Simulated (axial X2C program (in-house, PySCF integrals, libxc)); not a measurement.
**All-electron X2C curves of SeB⁻**

What are the state, bond length, wavenumber and bond energy of SeB⁻, and what does spin–orbit coupling change?

Method: all-electron X2C, Se dyall-acv3z, B dyall-av3z; program: an in-house X2C program for linear molecules on PySCF integrals.

All values are calculated.

## 1. Input

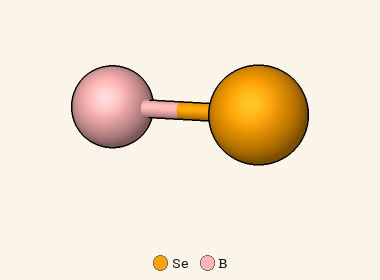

The two atoms at 1.850 Å (selenium orange, boron pink).

Input file task.json:

```json
{
 "zs": [
  34,
  5
 ],
 "q": -1,
 "bas": [
  "dyall-acv3z",
  "dyall-av3z"
 ],
 "levels": [
  "PBE0",
  "HF",
  "r2SCAN0"
 ],
 "cc": true,
 "r0": 1.85,
 "thr": -2.0,
 "nmax": 90,
 "npts": 10,
 "nst": 2,
 "ntry": 6
}
```

Keys: zs atomic numbers; q charge; bas basis sets; levels methods (HF also brings MP2); cc coupled cluster on or off; r0 starting distance in Å; thr threshold in hartree for freezing inner shells (an s shell follows its p shell); nmax most natural virtual spinors; npts points asked for on the curve; nst determinants followed; ntry starts of the search.

Launch:

```console
$ python so2c.py task.json out
```

Spin-free means the one-electron spin-free X2C Hamiltonian; two-component (2c) means X2C with spin–orbit coupling and atomic mean-field two-electron Coulomb and Gaunt terms. Basis: Se dyall-acv3z contracted to [9s10p7d5f1g], B dyall-av3z contracted to [8s7p3d2f]; Gaussian nuclei, density fitting. Masses: Se 79.917 u, B 11.009 u.

Notation: σ, π±, δ± give the projection m of an orbital's angular momentum (0, ±1, ±2), α and β its spin, Λ and M_S the sums; ω is the projection of a spinor's total angular momentum and Ω the sum. Logs are in hartree.

The results follow Hamiltonian by Hamiltonian and level by level.

## 2. State search with PBE0

Determinants are compared with PBE0 at 1.850 Å.

Spin-free determinants:

| ΔE (eV) | state | open shells |
| --- | --- | --- |
| 0.00 | M_S = 0, Λ = 0 | closed shell |
| 2.17 | M_S = 1, Λ = 1 | beyond closed shells: σα, π+α |
| 2.64 | M_S = 0, Λ = 1 | beyond closed shells: σα, π+β |
| 2.89 | M_S = 1, Λ = 0 | beyond closed shells: 2 × σα |
| 4.43 | M_S = 1, Λ = 1 | beyond closed shells: σα, π+α, π+β, π-α |
| 4.45 | M_S = 0, Λ = 1 | beyond closed shells: σβ, π+α, π+β, π-α |

Two-component determinants:

| ΔE (eV) | state | open shells |
| --- | --- | --- |
| 0.00 | Ω = 0 | closed shell |
| 2.19 | Ω = 2 | excess of +ω over −ω: ω = 1/2, ω = 3/2 |
| 2.62 | Ω = 1 | excess of +ω over −ω: 2 × ω = 1/2 |
| 2.65 | Ω = 1 | excess of +ω over −ω: ω = -1/2, ω = 3/2 |
| 3.98 | Ω = 1 | excess of +ω over −ω: ω = -1/2, ω = 3/2 |
| 4.00 | Ω = 3 | excess of +ω over −ω: 2 × ω = 3/2 |
| 4.14 | Ω = 2 | excess of +ω over −ω: ω = 1/2, ω = 3/2 |

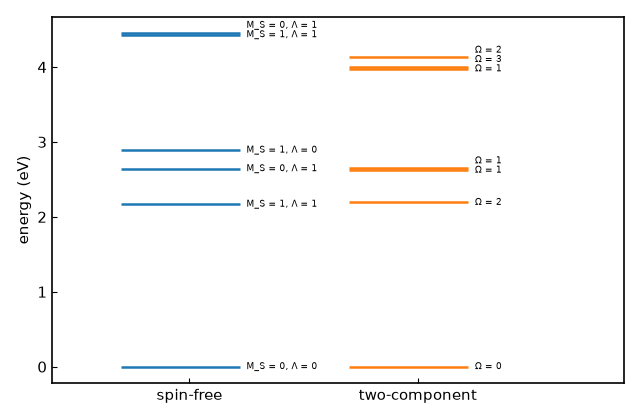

The determinants found, each set from its own lowest.

## 3. PBE0, spin-free

State followed: M_S = 0, Λ = 0 (closed shell). The scan is laid around 1.829 Å, a first estimate of the minimum, and this SCF restarts from the orbitals of the search.

The SCF at the reference distance of 1.829 Å:

```text
spin-free X2C-1e  PBE0
basis functions 176  fitting functions 968  grid points 5076
iter        total energy     max residual
   1      -2451.707551643     3.47e+00
   2      -2454.478349273     2.80e-02
   3      -2454.472799415     3.63e-02
   4      -2454.506228425     4.43e-03
   5      -2454.506366512     4.39e-03
   6      -2454.506922179     5.77e-04
   7      -2454.506933304     1.15e-04
   8      -2454.506933554     2.07e-05
   9      -2454.506933567     2.49e-06
  10      -2454.506933567     2.11e-07
converged
one-electron -3520.19361087  Coulomb 1109.00034429  exact exchange -22.70617652  xc functional -69.79290647  nuclear repulsion 49.18541600
```

Along the bond, energies from the lowest point:

| R (Å) | E (eV) | μ (D) | HOMO (eV) | LUMO (eV) | iterations |
| --- | --- | --- | --- | --- | --- |
| 1.591 | 0.9525 | -5.69 | -0.07 | 2.92 | 12 |
| 1.664 | 0.3956 | -5.41 | -0.22 | 2.94 | 11 |
| 1.719 | 0.1561 | -5.19 | -0.34 | 2.95 | 11 |
| 1.774 | 0.0329 | -4.95 | -0.46 | 2.96 | 11 |
| 1.829 | 0.0000 | -4.71 | -0.57 | 2.96 | 10 |
| 1.893 | 0.0488 | -4.42 | -0.70 | 2.97 | 10 |
| 1.957 | 0.1676 | -4.13 | -0.82 | 2.97 | 10 |
| 2.039 | 0.3926 | -3.76 | -0.96 | 2.96 | 10 |
| 2.140 | 0.7382 | -3.31 | -1.10 | 2.94 | 11 |
| 2.286 | 1.3098 | -2.71 | -1.16 | 2.87 | 13 |

Dipoles are positive if B is the positive end and refer to the centre of mass.

Outer orbitals at the reference distance:

| symmetry | occupied | ε (eV) | atomic character |
| --- | --- | --- | --- |
| σα | yes | -13.82 | 60% Se s, 17% B p, 13% B s |
| σα | yes | -5.45 | 55% Se p, 27% B s, 8% Se s |
| π+α | yes | -1.97 | 66% Se p, 22% B p, 8% B d |
| π-α | yes | -1.97 | 66% Se p, 22% B p, 8% B d |
| σα | yes | -0.57 | 43% B p, 30% B s, 14% Se p |
| σα | no | 2.96 | 84% B p, 8% Se p, 6% B s |
| π+α | no | 3.07 | 96% B p, 2% Se p |
| π-α | no | 3.07 | 96% B p, 2% Se p |
| σα | no | 3.37 | 71% B s, 14% B p, 13% Se p |

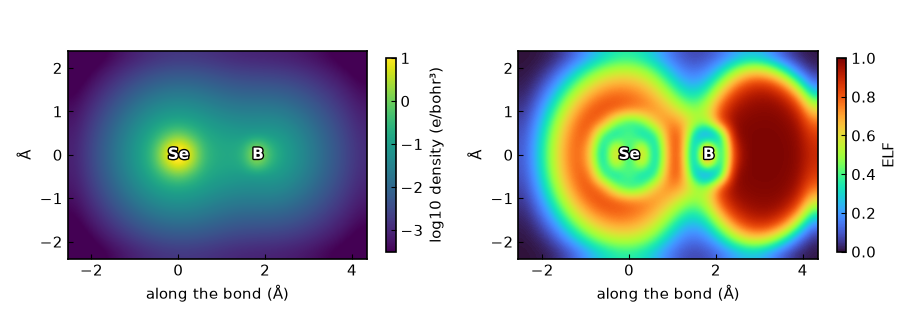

PBE0 fields in a plane through the axis, from a grid of 0.3 Å; Se lies at z = 0 and B at z = 1.829 Å; the ELF is damped to zero where the density is low.

Re = 1.825 Å, ωe = 814 cm⁻¹, ωexe = 3.83 cm⁻¹, Be = 0.5231 cm⁻¹, De = 5.25 eV, μ = -4.73 D.

## 4. HF, spin-free

Output at 1.829 Å:

```text
spin-free X2C-1e  HF
basis functions 176  fitting functions 968  grid points 5076
iter        total energy     max residual
   1      -2452.832556660     1.22e-01
   2      -2452.852103707     5.36e-03
   3      -2452.853178234     3.65e-03
   4      -2452.853534707     1.31e-03
   5      -2452.853627595     5.91e-04
   6      -2452.853649964     1.88e-04
   7      -2452.853651817     8.60e-05
   8      -2452.853652053     1.79e-05
   9      -2452.853652074     4.31e-06
  10      -2452.853652075     8.94e-07
converged
one-electron -3520.33660274  Coulomb 1109.20802617  exact exchange -90.91049150  xc functional 0.00000000  nuclear repulsion 49.18541600
```

Re = 1.829 Å, ωe = 832 cm⁻¹, ωexe = 3.69 cm⁻¹, Be = 0.5205 cm⁻¹, De = 3.58 eV, μ = -4.27 D.

## 5. r2SCAN0, spin-free

The SCF at the reference distance of 1.829 Å:

```text
spin-free X2C-1e  r2SCAN0
basis functions 176  fitting functions 968  grid points 5076
iter        total energy     max residual
   1      -2454.759487858     3.02e-02
   2      -2454.760627559     2.58e-03
   3      -2454.760081145     5.10e-03
   4      -2454.760833555     4.89e-04
   5      -2454.760836388     2.33e-04
   6      -2454.760837781     2.69e-05
   7      -2454.760837803     7.66e-06
   8      -2454.760837805     9.92e-07
converged
one-electron -3520.46007537  Coulomb 1109.28984574  exact exchange -22.71348001  xc functional -70.06254416  nuclear repulsion 49.18541600
```

Re = 1.820 Å, ωe = 825 cm⁻¹, ωexe = 3.86 cm⁻¹, Be = 0.5262 cm⁻¹, De = 5.11 eV, μ = -4.73 D.

## 6. MP2 and beyond, spin-free

Correlated methods: 10 electrons correlated (frozen shells, counted by type: Se 3 s, 2 p, 1 d; B 1 s), 254 virtual spinors in MP2, 88 natural virtuals in coupled cluster.

Output of the correlated part at 1.829 Å:

```text
correlated 10  virtual 254  natural virtual 88  E(MP2) -0.249139118  MP2 remainder -0.010899625
iter   CCSD correlation   residual
   1     -0.248737955   1.44e-01
   2     -0.257137017   6.08e-02
   3     -0.259787968   2.68e-02
   4     -0.259863208   7.77e-03
   5     -0.259906973   2.66e-03
   6     -0.259913167   9.12e-04
   7     -0.259915892   2.66e-04
   8     -0.259918730   8.24e-05
   9     -0.259917791   2.94e-05
  10     -0.259918033   1.07e-05
  11     -0.259917827   3.53e-06
  12     -0.259917861   1.36e-06
  13     -0.259917857   4.62e-07
(T) -0.015619450  T1 0.0320  D1 0.0447  max T2 0.071
```

T1 in the output is the amplitude norm over the root of the electron number; divide by √2 for the Lee–Taylor value.

MP2: Re = 1.824 Å, ωe = 829 cm⁻¹, Be = 0.5235 cm⁻¹, De = 5.35 eV.

CCSD: Re = 1.833 Å, ωe = 817 cm⁻¹, ωexe = 3.85 cm⁻¹, Be = 0.5187 cm⁻¹, De = 4.92 eV. T1 at Re = 0.023 (Lee–Taylor, the printed value over √2).

CCSD(T): Re = 1.838 Å, ωe = 804 cm⁻¹, ωexe = 3.97 cm⁻¹, Be = 0.5156 cm⁻¹, De = 5.13 eV. T1 at Re = 0.023 (Lee–Taylor, the printed value over √2).

## 7. A higher determinant, spin-free

State: M_S = 1, Λ = 1 (beyond closed shells: σα, π+α).

Output at the reference distance:

```text
spin-free X2C-1e  PBE0
basis functions 176  fitting functions 968  grid points 5076
iter        total energy     max residual
   1      -2451.815479271     3.45e+00
   2      -2454.395300770     2.97e-02
   3      -2454.356470361     4.18e-02
   4      -2454.426947939     1.33e-03
   5      -2454.426987285     2.17e-03
   6      -2454.427080373     9.73e-04
   7      -2454.427103240     1.71e-04
   8      -2454.427104478     9.17e-05
   9      -2454.427104877     3.57e-05
  10      -2454.427104956     1.21e-05
  11      -2454.427104968     4.41e-06
  12      -2454.427104969     1.34e-06
converged
one-electron -3519.65234584  Coulomb 1108.53792232  exact exchange -22.70955633  xc functional -69.78854112  nuclear repulsion 49.18541600
```

```csv
R (Å),E above the lowest PBE0 point (eV)
1.591,3.050
1.664,2.546
1.719,2.328
1.774,2.211
1.829,2.172
1.893,2.204
1.957,2.299
2.039,2.486
2.140,2.772
```

Re = 1.834 Å, ωe = 750 cm⁻¹, ωexe = 3.47 cm⁻¹, Be = 0.518 cm⁻¹, μ = -4.18 D. Te = 2.17 eV.

## 8. The spin-free curves together

Energy (eV) of the followed determinant, spin-free, from each level's lowest point:

```csv
R (Å),PBE0,HF,MP2,CCSD,CCSD(T),r2SCAN0
1.591,0.953,1.032,0.978,n/a,n/a,0.925
1.664,0.396,0.437,0.405,0.442,0.461,0.375
1.719,0.156,0.178,0.159,0.183,0.196,0.142
1.774,0.033,0.041,0.033,0.045,0.051,0.026
1.829,0.000,0.000,0.000,0.000,0.000,0.000
1.893,0.049,0.045,0.052,0.039,0.031,0.057
1.957,0.168,0.166,0.176,0.151,0.134,0.185
2.039,0.393,0.399,0.411,0.372,0.342,0.420
2.140,0.738,0.761,0.770,n/a,n/a,0.779
2.286,1.310,1.365,1.365,n/a,n/a,1.368
```

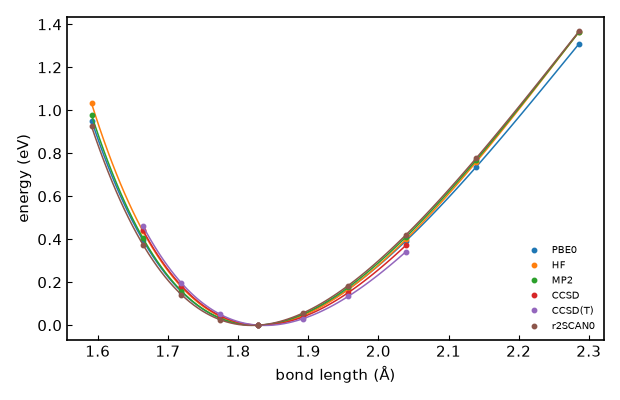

Curves of the followed state, spin-free, each from its own lowest point.

## 9. PBE0, 2c

State followed: Ω = 0 (closed shell). The scan is laid around 1.829 Å, a first estimate of the minimum, and this SCF restarts from the orbitals of the search.

Output at 1.829 Å:

```text
two-component X2C + atomic mean field  PBE0
basis functions 176  fitting functions 968  grid points 5076
iter        total energy     max residual
   1      -2450.590186849     3.48e+00
   2      -2453.656738191     2.79e-02
   3      -2453.651127136     3.62e-02
   4      -2453.684345472     4.44e-03
   5      -2453.684487352     4.44e-03
   6      -2453.685042436     5.77e-04
   7      -2453.685053425     1.14e-04
   8      -2453.685053672     2.07e-05
   9      -2453.685053684     2.45e-06
  10      -2453.685053684     2.18e-07
converged
one-electron -3518.06241256  Coulomb 1108.55183819  exact exchange -22.69751236  xc functional -69.76628554  nuclear repulsion 49.18541600  atomic mean-field constant -0.89609741
```

Along the bond, energies from the lowest point:

| R (Å) | E (eV) | μ (D) | HOMO (eV) | LUMO (eV) | iterations |
| --- | --- | --- | --- | --- | --- |
| 1.591 | 0.9531 | -5.69 | -0.07 | 2.98 | 12 |
| 1.664 | 0.3962 | -5.42 | -0.22 | 2.99 | 11 |
| 1.719 | 0.1566 | -5.19 | -0.34 | 2.99 | 11 |
| 1.774 | 0.0332 | -4.96 | -0.45 | 3.00 | 11 |
| 1.829 | 0.0000 | -4.72 | -0.57 | 3.00 | 10 |
| 1.893 | 0.0484 | -4.43 | -0.70 | 2.99 | 10 |
| 1.957 | 0.1668 | -4.14 | -0.82 | 2.99 | 10 |
| 2.039 | 0.3911 | -3.77 | -0.95 | 2.97 | 10 |
| 2.140 | 0.7358 | -3.33 | -1.08 | 2.95 | 11 |
| 2.286 | 1.3060 | -2.73 | -1.06 | 2.87 | 13 |

Dipoles are positive if B is the positive end and refer to the centre of mass.

Outer spinors at the reference distance:

```json
{"ω": "1/2", "occupied": "yes", "ε (eV)": "-13.82", "atomic character": "60% Se s, 17% B p, 13% B s", "λ mixture": "100% σ"}
{"ω": "1/2", "occupied": "yes", "ε (eV)": "-5.46", "atomic character": "55% Se p, 27% B s, 8% Se s", "λ mixture": "100% σ"}
{"ω": "1/2", "occupied": "yes", "ε (eV)": "-2.07", "atomic character": "66% Se p, 21% B p, 8% B d", "λ mixture": "100% π"}
{"ω": "3/2", "occupied": "yes", "ε (eV)": "-1.88", "atomic character": "65% Se p, 23% B p, 8% B d", "λ mixture": "100% π"}
{"ω": "1/2", "occupied": "yes", "ε (eV)": "-0.57", "atomic character": "43% B p, 29% B s, 14% Se p", "λ mixture": "100% σ"}
{"ω": "1/2", "occupied": "no", "ε (eV)": "3.00", "atomic character": "89% B p, 6% Se p, 3% B s", "λ mixture": "100% σ"}
{"ω": "1/2", "occupied": "no", "ε (eV)": "3.06", "atomic character": "96% B p, 2% Se p", "λ mixture": "100% π"}
{"ω": "3/2", "occupied": "no", "ε (eV)": "3.07", "atomic character": "96% B p, 2% Se p", "λ mixture": "100% π"}
{"ω": "1/2", "occupied": "no", "ε (eV)": "3.41", "atomic character": "72% B s, 16% Se p, 10% B p", "λ mixture": "100% σ"}
```

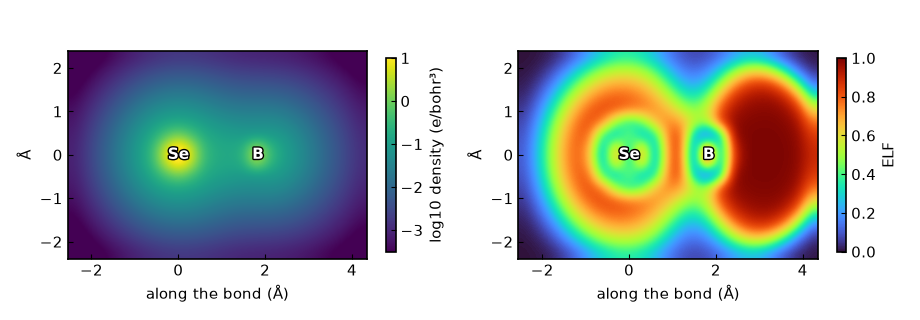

PBE0 fields in a plane through the axis, from a grid of 0.3 Å; Se lies at z = 0 and B at z = 1.829 Å; the ELF is damped to zero where the density is low.

Re = 1.825 Å, ωe = 813 cm⁻¹, ωexe = 3.84 cm⁻¹, Be = 0.5229 cm⁻¹, De = 5.21 eV, μ = -4.73 D.

## 10. HF, 2c

Output at 1.829 Å:

```text
two-component X2C + atomic mean field  HF
basis functions 176  fitting functions 968  grid points 5076
iter        total energy     max residual
   1      -2452.011305209     1.21e-01
   2      -2452.030836386     5.35e-03
   3      -2452.031909252     3.67e-03
   4      -2452.032264735     1.31e-03
   5      -2452.032357499     5.90e-04
   6      -2452.032379868     1.99e-04
   7      -2452.032381727     8.62e-05
   8      -2452.032381968     1.79e-05
   9      -2452.032381991     4.28e-06
  10      -2452.032381993     1.52e-06
converged
one-electron -3518.20394897  Coulomb 1108.75800642  exact exchange -90.87575803  xc functional 0.00000000  nuclear repulsion 49.18541600  atomic mean-field constant -0.89609741
```

Re = 1.830 Å, ωe = 831 cm⁻¹, ωexe = 3.69 cm⁻¹, Be = 0.5204 cm⁻¹, De = 3.49 eV, μ = -4.28 D.

## 11. r2SCAN0, 2c

Output at 1.829 Å:

```text
two-component X2C + atomic mean field  r2SCAN0
basis functions 176  fitting functions 968  grid points 5076
iter        total energy     max residual
   1      -2453.937138509     3.01e-02
   2      -2453.938282976     2.58e-03
   3      -2453.937738086     5.15e-03
   4      -2453.938488436     4.90e-04
   5      -2453.938491278     2.33e-04
   6      -2453.938492672     2.71e-05
   7      -2453.938492694     8.25e-06
   8      -2453.938492696     1.04e-06
converged
one-electron -3518.32828922  Coulomb 1108.84073580  exact exchange -22.70480956  xc functional -70.03544830  nuclear repulsion 49.18541600  atomic mean-field constant -0.89609741
```

Re = 1.820 Å, ωe = 825 cm⁻¹, ωexe = 3.87 cm⁻¹, Be = 0.5261 cm⁻¹, De = 5.09 eV, μ = -4.73 D.

## 12. Correlated methods, 2c

Correlated methods: 10 electrons correlated (frozen shells, counted by type: Se 3 s, 2 p, 1 d; B 1 s), 254 virtual spinors in MP2, 90 natural virtuals in coupled cluster.

Output of the correlated part at 1.829 Å:

```text
correlated 10  virtual 254  natural virtual 90  E(MP2) -0.249070555  MP2 remainder -0.010439453
iter   CCSD correlation   residual
   1     -0.249037052   1.44e-01
   2     -0.257414582   6.07e-02
   3     -0.260058465   2.68e-02
   4     -0.260135415   7.77e-03
   5     -0.260179225   2.67e-03
   6     -0.260185270   9.14e-04
   7     -0.260187985   2.69e-04
   8     -0.260190861   8.61e-05
   9     -0.260189883   3.35e-05
  10     -0.260190145   1.52e-05
  11     -0.260189873   7.72e-06
  12     -0.260189952   4.75e-06
  13     -0.260189940   2.70e-06
(T) -0.015686609  T1 0.0320  D1 0.0447  max T2 0.072
```

MP2: Re = 1.824 Å, ωe = 829 cm⁻¹, Be = 0.5234 cm⁻¹, De = 5.26 eV.

CCSD: Re = 1.833 Å, ωe = 816 cm⁻¹, ωexe = 3.85 cm⁻¹, Be = 0.5185 cm⁻¹, De = 4.83 eV. T1 at Re = 0.023 (Lee–Taylor, the printed value over √2).

CCSD(T): Re = 1.839 Å, ωe = 803 cm⁻¹, ωexe = 3.96 cm⁻¹, Be = 0.5154 cm⁻¹, De = 5.04 eV. T1 at Re = 0.023 (Lee–Taylor, the printed value over √2).

## 13. A higher determinant, 2c

State: Ω = 2 (excess of +ω over −ω: ω = 1/2, ω = 3/2).

Output at the reference distance:

```text
two-component X2C + atomic mean field  PBE0
basis functions 176  fitting functions 968  grid points 5076
iter        total energy     max residual
   1      -2450.727277627     3.46e+00
   2      -2453.572580010     2.96e-02
   3      -2453.531672571     4.22e-02
   4      -2453.604151716     1.48e-03
   5      -2453.604220209     2.06e-03
   6      -2453.604307549     9.93e-04
   7      -2453.604331634     1.37e-04
   8      -2453.604332993     1.01e-04
   9      -2453.604333464     3.50e-05
  10      -2453.604333558     1.08e-05
  11      -2453.604333571     4.74e-06
  12      -2453.604333573     1.61e-06
converged
one-electron -3517.47525426  Coulomb 1108.04227254  exact exchange -22.70031863  xc functional -69.76035181  nuclear repulsion 49.18541600  atomic mean-field constant -0.89609741
```

```
R (Å)  E above the lowest PBE0 point (eV)
1.591                               3.064
1.664                               2.564
1.719                               2.349
1.774                               2.234
1.829                               2.197
1.893                               2.229
1.957                               2.323
2.039                               2.508
2.140                               2.791
```

Re = 1.833 Å, ωe = 745 cm⁻¹, ωexe = 3.2 cm⁻¹, Be = 0.5183 cm⁻¹, μ = -4.22 D. Te = 2.20 eV.

## 14. The 2c curves together

Energy (eV) of the followed determinant, 2c, from each level's lowest point:

| R (Å) | PBE0 | HF | MP2 | CCSD | CCSD(T) | r2SCAN0 |
| --- | --- | --- | --- | --- | --- | --- |
| 1.591 | 0.953 | 1.033 | 0.979 | n/a | n/a | 0.925 |
| 1.664 | 0.396 | 0.438 | 0.406 | 0.443 | 0.462 | 0.376 |
| 1.719 | 0.157 | 0.179 | 0.160 | 0.184 | 0.197 | 0.143 |
| 1.774 | 0.033 | 0.041 | 0.033 | 0.045 | 0.052 | 0.026 |
| 1.829 | 0.000 | 0.000 | 0.000 | 0.000 | 0.000 | 0.000 |
| 1.893 | 0.048 | 0.045 | 0.051 | 0.039 | 0.030 | 0.057 |
| 1.957 | 0.167 | 0.165 | 0.175 | 0.150 | 0.133 | 0.184 |
| 2.039 | 0.391 | 0.397 | 0.409 | 0.370 | 0.340 | 0.419 |
| 2.140 | 0.736 | 0.758 | 0.768 | n/a | n/a | 0.776 |
| 2.286 | 1.306 | 1.360 | 1.362 | n/a | n/a | 1.364 |

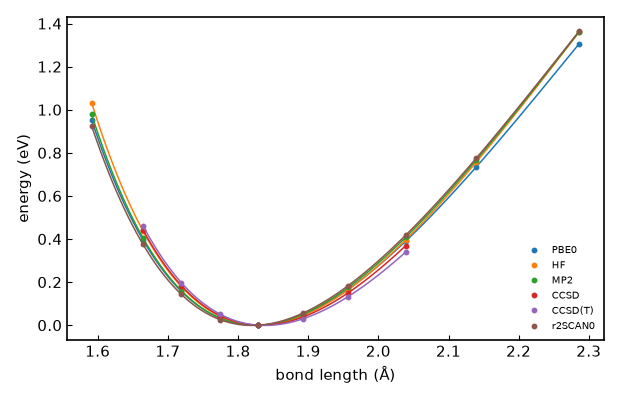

Curves of the followed state, 2c, each from its own lowest point.

The whole job took 2 min on 1 thread of Arm Neoverse V1, shared host; peak memory 0.63 GiB.

## 15. Results

Lowest determinant that the search found at its distance, spin-free: M_S = 0, Λ = 0 (closed shell).

Lowest determinant that the search found at its distance, 2c: Ω = 0 (closed shell).

| Hamiltonian | level | Re (Å) | ωe (cm⁻¹) | De (eV) | μ (D) |
| --- | --- | --- | --- | --- | --- |
| spin-free | PBE0 | 1.825 | 814 | 5.25 | -4.73 |
| spin-free | HF | 1.829 | 832 | 3.58 | -4.27 |
| spin-free | MP2 | 1.824 | 829 | 5.35 | n/a |
| spin-free | CCSD | 1.833 | 817 | 4.92 | n/a |
| spin-free | CCSD(T) | 1.838 | 804 | 5.13 | n/a |
| spin-free | r2SCAN0 | 1.820 | 825 | 5.11 | -4.73 |
| 2c | PBE0 | 1.825 | 813 | 5.21 | -4.73 |
| 2c | HF | 1.830 | 831 | 3.49 | -4.28 |
| 2c | MP2 | 1.824 | 829 | 5.26 | n/a |
| 2c | CCSD | 1.833 | 816 | 4.83 | n/a |
| 2c | CCSD(T) | 1.839 | 803 | 5.04 | n/a |
| 2c | r2SCAN0 | 1.820 | 825 | 5.09 | -4.73 |

Dipoles are positive if B is the positive end and refer to the centre of mass.

Time per point (s) on 1 thread of Arm Neoverse V1, shared host (2c runs; CCSD comes with the CCSD(T) run); the times are rough: PBE0 0.39, HF 0.24, MP2 0.44, CCSD(T) 3.8, r2SCAN0 0.61.

**Reading.** At CCSD(T), going from spin-free to two-component changes Re by 0 mÅ, ωe by -0.1 %, which is small (part of it comes from the scalar share of the two-electron terms). De moves by -0.09 eV; both De rest on single-determinant atoms, which can miss part of an open shell's spin–orbit lowering.

De refers to Se- + B, each in the lowest determinant found, which need not be this curve's own limit. Each curve is one determinant whose occupation by symmetry is held fixed; it was picked as the lowest of a PBE0 search that is not exhaustive. The closed shell is kept restricted; where the fragments are open shells, the energy then runs too high at long range. De is counted from the lowest determinant-based energies of the atoms at the same level, without counterpoise correction. Coupled cluster ran in a truncated set of natural virtual spinors; the MP2 energy of the rest was added. The meta-GGAs lack a current-density term, which matters for open shells with orbital currents, atoms included. T1 at Re is 0.023 (Lee–Taylor), above the customary mark of 0.02.
